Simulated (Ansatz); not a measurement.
**Cl$_{3}$HHfO (SMILES Cl[Hf](Cl)(Cl)O): density, localisation and related maps**

Input file:

```
crystal:
  periodic: [false, false, false]
  atoms:
    - {symbol: Cl, position_ang: [0.876760, -0.101050, -2.336560]}
    - {symbol: Hf, position_ang: [-0.022850, -0.350510, -0.194310]}
    - {symbol: Cl, position_ang: [-2.262380, -0.999350, -0.349730]}
    - {symbol: Cl, position_ang: [1.185990, -1.965090, 0.985740]}
    - {symbol: O, position_ang: [0.084060, 1.291990, 0.717110]}
    - {symbol: H, position_ang: [0.138420, 2.124020, 1.177740]}
basis:
  gaussian:
    orbitals: def2-SVP
output:
  forces: true
  orbitals: {seedname: orbitals}
accuracy: high
hamiltonian:
  xc: hf
```

Command:

```sh
ansatz run run.yaml --threads 1 --pin off --max-ram 3480MiB --events-out events.jsonl --progress --plain --runs-dir runs
```

Geometry: PBE0-D4/def2-TZVP; core potentials replace the inner electrons of Hf.

Method: Ansatz 0.2.0, isolated molecule in a Gaussian basis; Hartree-Fock.

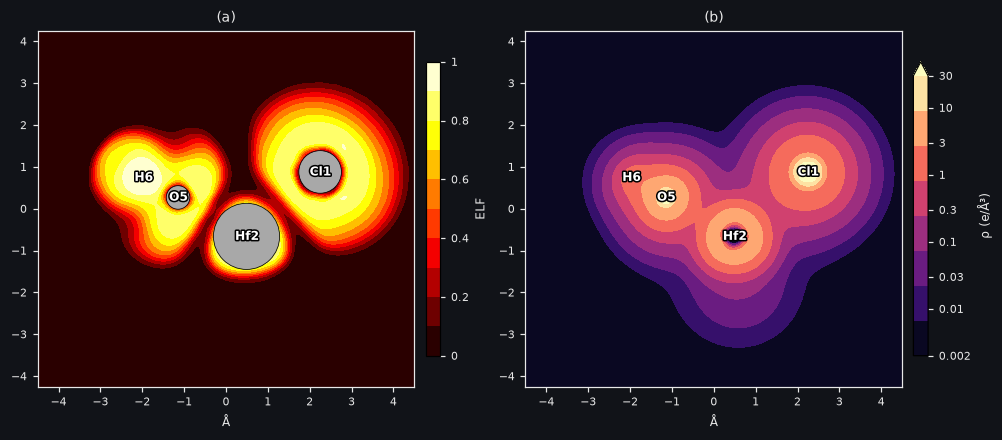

Figure 1. (a) ELF; (b) electron density on the plane of atoms Cl1, Hf2 and O5. Grey discs cover the atomic cores in the ELF map.

Read the bonding off the picture.

Atoms in the plane: Cl, Hf, O and H. Hf–O (1.88 Å): ρ at the midpoint is about 0.9 e/Å³; the ELF peaks at about 0.80 in the valence shell of O, 0.5 Å from its nucleus, and drops to about 0.15 between the two atoms. Hf–Cl (2.34 Å): ρ is about 0.58 e/Å³ halfway; the ELF peaks at about 0.85 in the valence shell of Cl, 0.8 Å from its nucleus, and is about 0.35 at the midpoint. O–H (0.95 Å): ρ is about 3.8 e/Å³ halfway; the ELF climbs to about 1 towards the hydrogen, as it does in any bond to H; a covalent bond by its length.

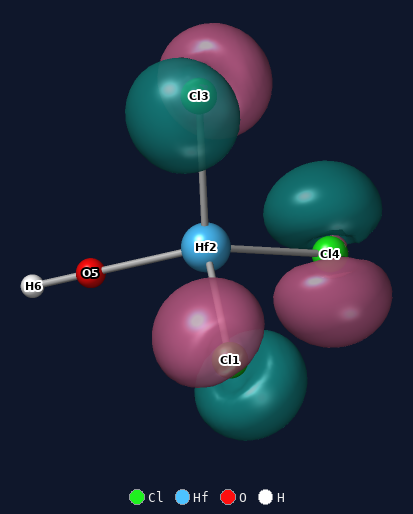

Figure 2. The HOMO at ±0.15 Å⁻³ᐟ² (teal and pink are the two phases), seen at a tilt.

Where does this orbital lie, and at what energy?

It lies mainly on Cl1 (about 30 %), Cl3 (about 30 %) and Cl4 (about 30 %); largely a combination of lone pairs on Cl1, Cl3 and Cl4. Its energy is −12.57 eV.

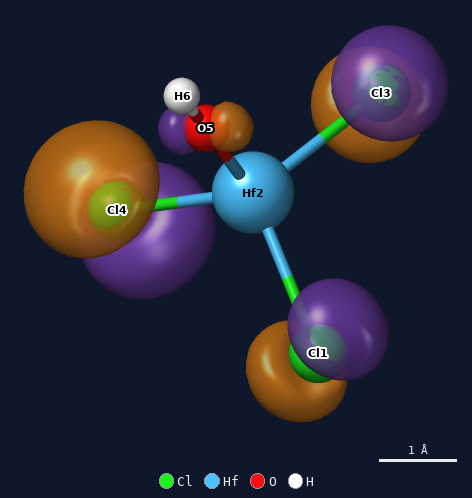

Figure 3. The HOMO−1 at ±0.15 Å⁻³ᐟ² (orange and purple are the two phases), seen at an oblique angle.

What is the character of this orbital?

By Hirshfeld shares it lies mainly on Cl4 (about 50 %), Cl1 (about 20 %) and Cl3 (about 20 %); largely a combination of lone pairs on Cl4, Cl1 and Cl3. It is one of a degenerate set, so its orientation is arbitrary. Its energy is −12.81 eV.
